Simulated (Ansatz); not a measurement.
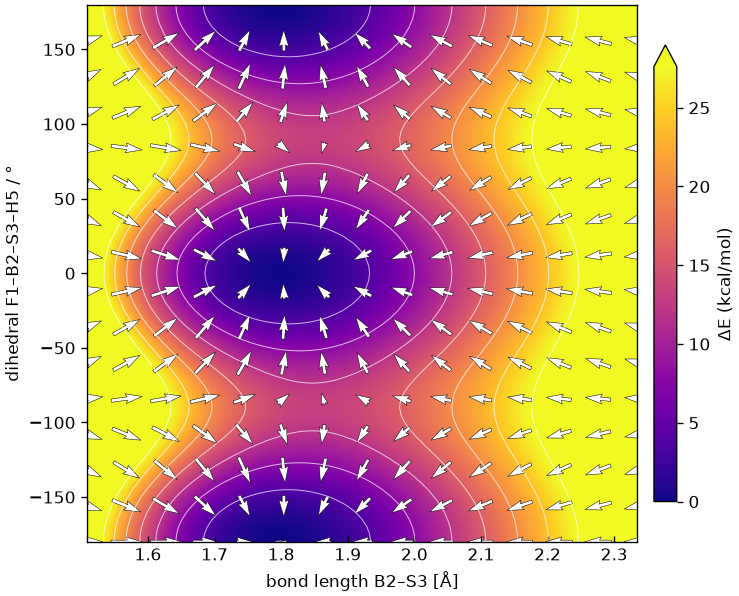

Energy landscape of BFH₂S, SMILES FBS. The first coordinate is: bond length B2–S3; the second: dihedral F1–B2–S3–H5. Nothing is relaxed (all other coordinates rigid). The grid has 15 × 15 points; 120 points were computed and 105 follow by symmetry. Energies are in kcal/mol, from the lowest grid point. Computed with Ansatz 0.2.0, RHF-MP2, frozen core/def2-TZVP.

In the figure: a smooth colour map with a few white contour lines, arrows along the force (downhill), their lengths compressed, one colour for all values above the top of the scale. Between grid points the surface is interpolated. 

### What does the map say about the system?

The lowest grid point is at bond length B2–S3 = 1.804 Å, dihedral F1–B2–S3–H5 = −180°; the map holds 2 wells of about this depth. The highest grid point, bond length B2–S3 = 1.509 Å, dihedral F1–B2–S3–H5 = −84°, lies 58.9 kcal/mol above the lowest. On the interpolated surface the easiest way out of the lowest well to the well at about bond length B2–S3 = 1.80 Å, dihedral F1–B2–S3–H5 = 0° passes a barrier of about 13 kcal/mol. Round the minimum the two coordinates are nearly uncoupled.

Grid values (kcal/mol):

```
dihedral F1–B2–S3–H5 ↓, bond length B2–S3 →  1.509  1.568  1.627  1.686  1.745  1.804  1.863  1.922  1.981  2.040  2.099  2.158  2.217  2.276  2.335
                                        156   38.1   22.8   12.5    6.2    2.9    2.0    2.8    5.0    8.1   12.0   16.4   21.2   26.3   31.4   36.6
                                        132   46.6   30.5   19.5   12.4    8.5    7.0    7.2    8.9   11.6   15.1   19.2   23.7   28.4   33.3   38.3
                                        108   56.1   38.9   26.9   19.0   14.3   12.1   11.8   12.9   15.1   18.2   21.9   26.0   30.4   35.1   39.9
                                         84   58.9   41.3   29.0   20.9   15.9   13.5   13.0   13.9   16.0   19.0   22.6   26.6   31.0   35.5   40.2
                                         60   52.1   35.4   23.8   16.3   11.9   10.0    9.9   11.2   13.7   16.9   20.7   25.0   29.6   34.3   39.1
                                         36   42.2   26.6   16.0    9.3    5.7    4.4    5.0    6.9    9.8   13.5   17.7   22.4   27.2   32.3   37.4
                                         12   35.8   20.8   10.7    4.6    1.5    0.7    1.6    3.9    7.1   11.1   15.6   20.5   25.6   30.8   36.1
                                        −12   35.8   20.8   10.7    4.6    1.5    0.7    1.6    3.9    7.1   11.1   15.6   20.5   25.6   30.8   36.1
                                        −36   42.2   26.6   16.0    9.3    5.7    4.4    5.0    6.9    9.8   13.5   17.7   22.4   27.2   32.3   37.4
                                        −60   52.1   35.4   23.8   16.3   11.9   10.0    9.9   11.2   13.7   16.9   20.7   25.0   29.6   34.3   39.1
                                        −84   58.9   41.3   29.0   20.9   15.9   13.5   13.0   13.9   16.0   19.0   22.6   26.6   31.0   35.5   40.2
                                       −108   56.1   38.9   26.9   19.0   14.3   12.1   11.8   12.9   15.1   18.2   21.9   26.0   30.4   35.1   39.9
                                       −132   46.6   30.5   19.5   12.4    8.5    7.0    7.2    8.9   11.6   15.1   19.2   23.7   28.4   33.3   38.3
                                       −156   38.1   22.8   12.5    6.2    2.9    2.0    2.8    5.0    8.1   12.0   16.4   21.2   26.3   31.4   36.6
                                       −180   34.8   19.8    9.8    3.8    0.7    0.0    1.0    3.4    6.7   10.8   15.3   20.2   25.4   30.6   35.9
```

The input of one point:

```yaml
crystal:
  periodic: [false, false, false]
  atoms:
    - { symbol: F, position_ang: [-1.122638, -0.908621, -1.069357] }
    - { symbol: B, position_ang: [-0.410674, -0.33746, -0.104413] }
    - { symbol: S, position_ang: [0.981796, 0.70581, -0.580892] }
    - { symbol: H, position_ang: [-0.708221, -0.52806, 1.03172] }
    - { symbol: H, position_ang: [1.321527, 1.003273, 0.677541] }
basis:
  gaussian: { orbitals: def2-TZVP }
hamiltonian:
  xc: hf
output:
  forces: true
correlation:
  method: mp2
```

Each point was launched as `ansatz run input.yaml --threads 1 --pin off --max-ram 2560MiB --backend cpu --events-out ev --progress --plain --runs-dir out`. The whole map (120 points run) took 10 min on 1 thread of Arm Neoverse N1, on a shared host.
